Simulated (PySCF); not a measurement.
Al(OAc)(OH)2, SMILES [OH][Al]([O]C(C)=O)[OH], PBE0/def2-SVP optimised geometry. Atoms within 1.6 Å of the plane z = 0.8 Å (x, y, z in Å): Al1 (0.44, 0.68, 0.00), C3 (-0.81, -1.20, 0.00), C4 (-1.70, -2.39, 0.00), O5 (-0.42, -0.65, 1.08), H6 (-1.56, -2.97, 0.92), H8 (-2.74, -2.04, -0.04), O9 (-0.41, 2.14, 0.00), H10 (0.00, 3.00, 0.01), O11 (2.14, 0.68, 0.00), H12 (2.74, -0.07, -0.01).

Computed with PySCF 2.14.0 with PBE0/def2-TZVP. Cells within 0.4 Å of a nucleus heavier than hydrogen are left out (blank, or x).

Map of the log10 of the electron density (e/bohr³), floored at −4 on the plane z = 0.8 Å:

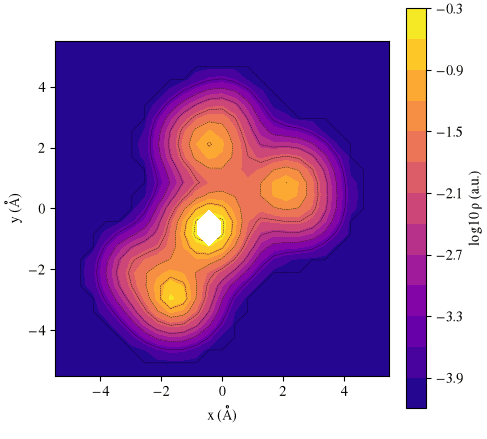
Fig. 1. Log10 of the electron density (e/bohr³), floored at −4 on the plane z = 0.8 Å.
